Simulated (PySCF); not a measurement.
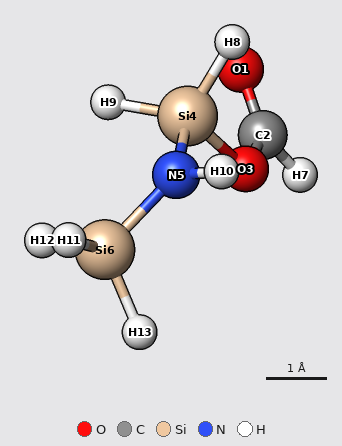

The structure as given in the input (ball-and-stick view, seen at a tilt; atoms are numbered from 1 in the order of the input).

## Two runs on CH₇NO₂Si₂

System: CH₇NO₂Si₂.
Method of the first run: GIAO PBE0/6-31G NMR shielding, non-relativistic, gas phase (PySCF 2.14.0).

The geometry comes from this level: PBE0-D3(BJ)/def2-SVP. Text and figures count atoms from 1; the logs count them from 0 in places.

## Input, the first run
```
{"job": {"kind": "nmr", "xc": "PBE0", "basis": "6-31G", "pop": true}, "charge": 0, "multiplicity": 1}
O      3.310354    -0.179156    -0.361209
C      2.770134     0.488536     0.478287
O      1.460753     0.677004     0.557214
Si     0.446825    -0.088203    -0.617416
N     -1.179229     0.342385    -0.258995
Si    -2.279099    -0.423962     0.862739
H      3.308254     1.026493     1.287739
H      0.825394     0.450774    -1.947287
H      0.609933    -1.554371    -0.470743
H     -1.488313     1.232588    -0.642356
H     -3.616173    -0.632795     0.228242
H     -1.675697    -1.738814     1.224857
H     -2.487561     0.382487     2.104998
```

The first line tells a small driver script what to run in PySCF; the rest is the geometry in Å.

Command:
```bash
OMP_NUM_THREADS=1 python <driver script> task.json out
```

Hardware: 1 CPU thread, shared host.

## Output (the first run)
```
coarse grid: 11912 points
cycle   1  E = -825.7243175081  dE =  8.514e-01  |g| = 9.625e-01  |ddm| = 3.431e+00
cycle   2  E = -825.3318674350  dE =  3.925e-01  |g| = 1.705e+00  |ddm| = 2.318e+00
cycle   3  E = -825.9015428615  dE = -5.697e-01  |g| = 3.046e-01  |ddm| = 1.618e+00
cycle   4  E = -825.9190239517  dE = -1.748e-02  |g| = 7.176e-02  |ddm| = 3.003e-01
cycle   5  E = -825.9199976167  dE = -9.737e-04  |g| = 1.200e-02  |ddm| = 6.431e-02
cycle   6  E = -825.9200350927  dE = -3.748e-05  |g| = 3.658e-03  |ddm| = 1.531e-02
cycle   7  E = -825.9200375821  dE = -2.489e-06  |g| = 1.646e-03  |ddm| = 4.150e-03
final grid: 106072 points
cycle   8  E = -825.8517336190  dE =  8.340e-06  |g| = 1.179e-02  |ddm| = 1.644e-02
cycle   9  E = -825.8516801817  dE =  5.344e-05  |g| = 2.009e-02  |ddm| = 2.414e-02
cycle  10  E = -825.8517609188  dE = -8.074e-05  |g| = 2.168e-03  |ddm| = 1.594e-02
cycle  11  E = -825.8517618280  dE = -9.092e-07  |g| = 1.217e-04  |ddm| = 1.758e-03
cycle  12  E = -825.8517618317  dE = -3.680e-09  |g| = 4.343e-05  |ddm| = 2.002e-04
cycle  13  E = -825.8517618321  dE = -4.209e-10  |g| = 2.053e-05  |ddm| = 5.362e-05
converged SCF energy = -825.8517618321

GIAO shielding tensors (ppm)
atom      isotropic    diamagn.    paramagn.     s11        s22        s33       span
  0 O     -124.942     396.760    -521.702   -378.937   -259.052    263.165    642.101
  1 C       44.137     248.282    -204.145    -48.632     75.655    105.389    154.021
  2 O      111.113     408.515    -297.402    -43.044    161.816    214.567    257.611
  3 Si     435.216     880.614    -445.397    400.957    440.881    463.811     62.854
  4 N      264.924     331.182     -66.258    235.054    267.760    291.957     56.902
  5 Si     466.011     879.772    -413.761    429.249    437.251    531.533    102.284
  6 H       24.099      25.334      -1.235     20.527     22.587     29.183      8.656
  7 H       26.943      30.294      -3.351     22.152     25.795     32.882     10.730
  8 H       27.085      30.615      -3.531     22.717     26.450     32.087      9.370
  9 H       33.401      32.881       0.521     23.386     29.920     46.898     23.512
 10 H       27.760      28.260      -0.500     23.327     25.774     34.177     10.850
 11 H       27.977      29.033      -1.056     23.993     27.221     32.718      8.725
 12 H       27.711      28.382      -0.671     23.240     25.914     33.979     10.739
```

The second run used a changed input.

## The two runs side by side

```tsv
quantity	the first run	the second run
outcome	converged	converged
total energy (hartree)	−825.851762	−816.064396
HOMO (eV)	−7.63	−3.97
LUMO (eV)	0.02	4.09
dipole moment (D)	2.50	2.34
shielding of O1 (ppm)	−124.9	−58.5
shielding of C2 (ppm)	44.1	123.3
shielding of O3 (ppm)	111.1	251.0
shielding of Si4 (ppm)	435.2	529.8
shielding of N5 (ppm)	264.9	371.2
shielding of Si6 (ppm)	466.0	564.0
shielding of H9 (ppm)	27.1	29.7
SCF iterations	13	13
basis functions	76	45
wall time (shared host)	7.6 s	4 s
```

Which change of the input explains these differences?

The change (lines with − go, lines with + come):
```diff
-"basis": "6-31G"
+"basis": "STO-3G"
```

The total energy of the second run is 6141.7 kcal/mol higher, which measures the change of basis and not a stability. The HOMO goes from −7.63 to −3.97 eV. The LUMO goes from 0.02 to 4.09 eV. The dipole moment goes from 2.50 to 2.34 D. Of all shieldings, the largest change is that of O3, by +139.9 ppm. The number of SCF iterations is the same. The basis functions go from 76 to 45.

## Output (the second run)
```
coarse grid: 11912 points
cycle   1  E = -815.8491102040  dE =  6.773e-01  |g| = 9.089e-01  |ddm| = 4.469e+00
cycle   2  E = -815.6493335980  dE =  1.998e-01  |g| = 1.315e+00  |ddm| = 2.640e+00
cycle   3  E = -816.0800070166  dE = -4.307e-01  |g| = 3.670e-01  |ddm| = 1.669e+00
cycle   4  E = -816.1171512878  dE = -3.714e-02  |g| = 6.911e-02  |ddm| = 5.146e-01
cycle   5  E = -816.1185295138  dE = -1.378e-03  |g| = 9.802e-03  |ddm| = 8.973e-02
cycle   6  E = -816.1185604576  dE = -3.094e-05  |g| = 1.101e-03  |ddm| = 1.409e-02
cycle   7  E = -816.1185607920  dE = -3.344e-07  |g| = 4.302e-04  |ddm| = 1.941e-03
final grid: 106072 points
cycle   8  E = -816.0643809362  dE =  2.808e-08  |g| = 7.261e-03  |ddm| = 1.746e-02
cycle   9  E = -816.0643681147  dE =  1.282e-05  |g| = 9.987e-03  |ddm| = 1.964e-02
cycle  10  E = -816.0643947556  dE = -2.664e-05  |g| = 2.030e-03  |ddm| = 1.216e-02
cycle  11  E = -816.0643959569  dE = -1.201e-06  |g| = 1.073e-04  |ddm| = 2.586e-03
cycle  12  E = -816.0643959606  dE = -3.646e-09  |g| = 2.360e-05  |ddm| = 1.623e-04
cycle  13  E = -816.0643959608  dE = -1.758e-10  |g| = 6.125e-06  |ddm| = 3.811e-05
converged SCF energy = -816.0643959608

GIAO shielding tensors (ppm)
atom      isotropic    diamagn.    paramagn.     s11        s22        s33       span
  0 O      -58.462     386.343    -444.805   -414.888   -164.756    404.257    819.145
  1 C      123.301     256.590    -133.289     38.981    154.340    176.584    137.603
  2 O      250.997     383.069    -132.072     59.289    334.724    358.979    299.690
  3 Si     529.842     869.099    -339.257    453.654    551.863    584.007    130.353
  4 N      371.160     313.941      57.220    326.860    343.036    443.585    116.726
  5 Si     564.026     867.772    -303.746    527.097    529.845    635.136    108.039
  6 H       25.127      28.300      -3.173     22.860     23.957     28.564      5.704
  7 H       29.520      32.329      -2.809     25.202     27.517     35.841     10.639
  8 H       29.671      33.566      -3.896     25.247     28.296     35.470     10.223
  9 H       35.522      32.202       3.320     23.236     32.116     51.213     27.977
 10 H       30.256      29.692       0.564     26.227     27.473     37.067     10.841
 11 H       30.490      32.068      -1.578     25.948     29.218     36.303     10.356
 12 H       30.286      30.631      -0.345     26.283     27.783     36.791     10.508
```
